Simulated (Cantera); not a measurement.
Charge: 1 mol CH4, a varied amount of H2O, equilibrated at 2550 K and 0.0100 bar.

Method: chemical equilibrium by Gibbs-energy minimisation in Cantera with the NASA 1993 tables (ideal gas, pure condensed phases). Candidate condensed phases: C, C6H6, C7H8, C8H18, H2O; 110 gas species. Kinetics and transport are ignored.

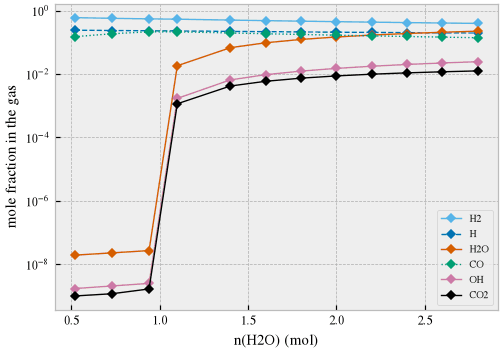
Fig. 1. Equilibrium gas composition (values under 1e-9 drawn at 1e-9)

From 0.52 mol H2O to 0.73 mol H2O the condensed part is C(graphite). From 0.94 mol H2O to 2.8 mol H2O nothing is condensed. The main C-bearing gas is CO throughout.
